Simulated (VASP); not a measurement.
Band structure of GaN (zinc blende). Computed with PBE GGA with D4 dispersion, VASP's PBE PAW potentials (set 64) (plane waves; VASP).

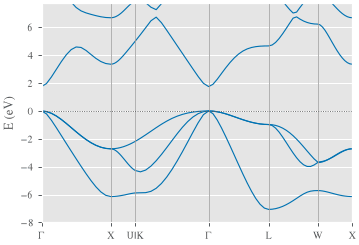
Bands along high-symmetry lines, zero at the valence-band maximum or, without a gap, the Fermi level

Task: Read the plot: is there a gap, and where are the band edges?

Result: The gap is direct, 1.75 eV, from the valence maximum at Γ to the conduction minimum at Γ. (Edges off the drawn lines would not show.)

The compound is GaN in the zinc blende structure, a metastable form; wurtzite is the usual one. It was relaxed first.
